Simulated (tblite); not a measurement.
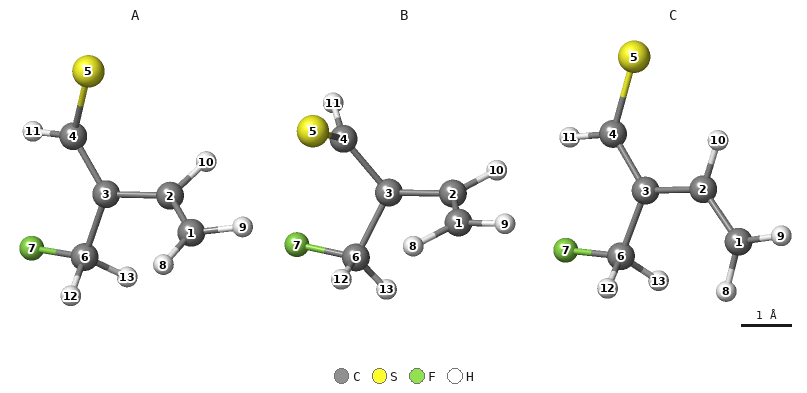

3 geometries from one relaxation of C₅H₆FS (multiplicity 2), in shuffled order. Style: ball-and-stick. Shown at a tilt.

All numbers below come from GFN2-xTB geometry optimisation, gas phase (tblite 0.8.0). 

Q: Order the frames from highest to lowest energy.

A: B, A, C. They are steps 0, 22, 109, at +2.684 eV, +0.443 eV relative to the last. Over 109 geometry steps the energy falls by 2.684 eV. S5 moves most after the best rigid fit: 2.13 Å. Largest moves by element: S 2.13 Å, H 1.71 Å, C 0.69 Å, F 0.12 Å. Some distances before and after: C4–S5 1.453 → 1.687 Å, C3–C4 1.463 → 1.368 Å, C6–F7 1.408 → 1.369 Å, C2–C3 1.473 → 1.435 Å. Bond angles that change, for instance: C3–C2–H10 123.4° → 114.4°, C2–C1–H8 115.8° → 122.9°, C3–C6–F7 106.3° → 112.4°.
